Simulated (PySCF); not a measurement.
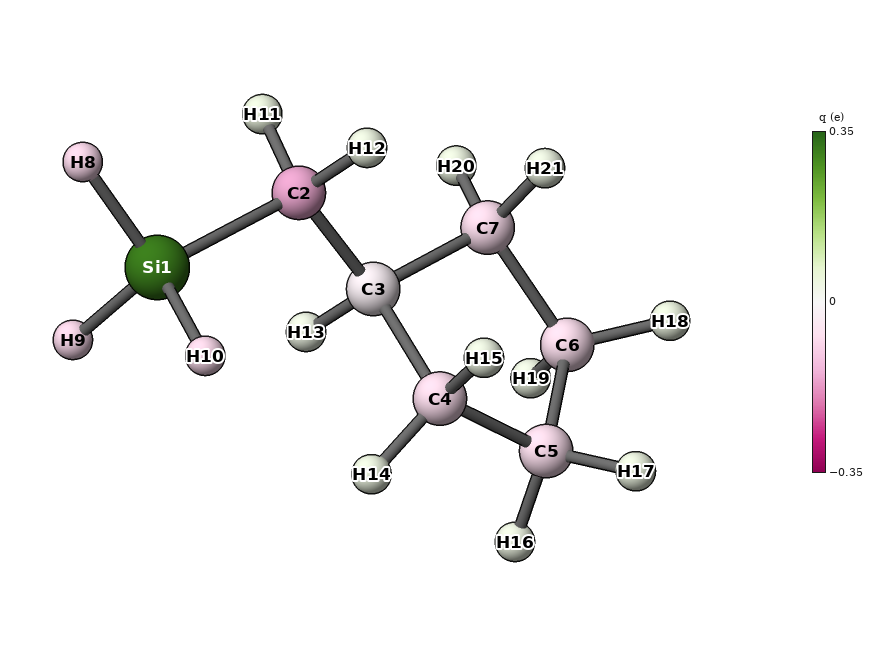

Atoms are coloured by their Hirshfeld charges. The computed structure is the end point of a GFN2-xTB optimisation. No frequency run is at hand to confirm it as a minimum. Level of theory: PBE0/pcSseg-1, gas phase (PySCF 2.14.0).

Give the Hirshfeld charges atom by atom.

```
atom  value (e)
 Si1       0.31
  C2      −0.16
  C3      −0.02
  C4      −0.07
  C5      −0.07
  C6      −0.07
  C7      −0.07
  H8      −0.08
  H9      −0.08
 H10      −0.08
 H11       0.04
 H12       0.04
 H13       0.03
 H14       0.04
 H15       0.03
 H16       0.04
 H17       0.04
 H18       0.04
 H19       0.03
 H20       0.04
 H21       0.03
```

The geometry is semi-empirical. Around Si such bond lengths and angles can be off by a tenth of an ångström or more and by several degrees, and values that hang on the shape move with them.
